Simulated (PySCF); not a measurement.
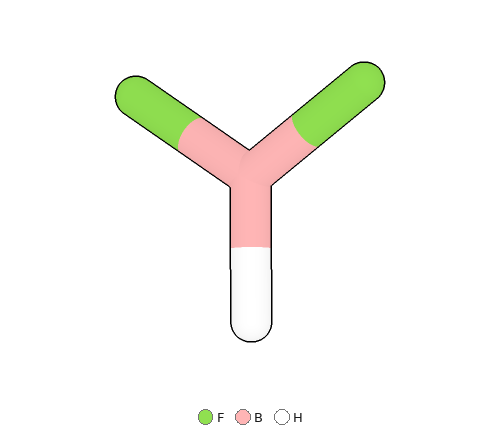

The computed structure is the end point of a GFN2-xTB optimisation. No frequency run is at hand to confirm it as a minimum. Properties computed with CAM-B3LYP/def2-SVPD, gas phase (PySCF 2.14.0). Excitations: vertical, linear response.

Predict the main results.

The species is BF2H (`FBF`).
- dipole moment: 1.06 D
- HOMO energy (Kohn–Sham orbital): −12.66 eV
- LUMO energy (Kohn–Sham orbital): 0.69 eV
- HOMO–LUMO gap: 13.36 eV
- mean static polarisability: 16.1 bohr³
- lowest vertical singlet excitation: 8.84 eV
- its oscillator strength: 0.047
- brightest of the 8 lowest singlets: 11.93 eV
- its oscillator strength: 0.33

The geometry is semi-empirical. Around B such bond lengths and angles can be off by a tenth of an ångström or more and by several degrees, and values that hang on the shape move with them.
